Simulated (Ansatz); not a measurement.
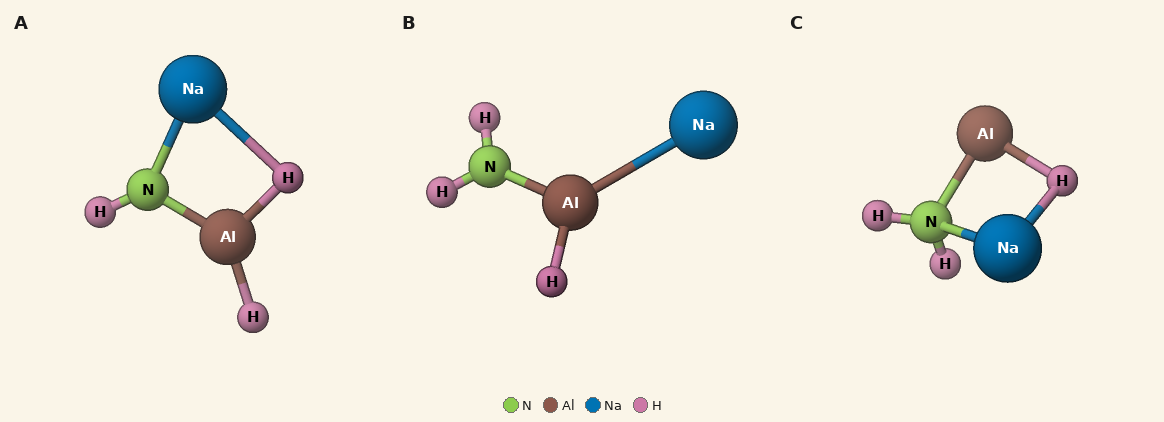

3 stationary structures of one formula. Geometries: PBE-D4/def2-SVP. Electronic energies: PBE-D4/def2-SVP (Ansatz 0.2.0), without zero-point energy. No frequency run is at hand to confirm each as a minimum.

### Which structure is the most stable?

A is lowest (Cs); B lies 1.1 kJ/mol above it (Cs), C lies 24.1 kJ/mol above it (C1).
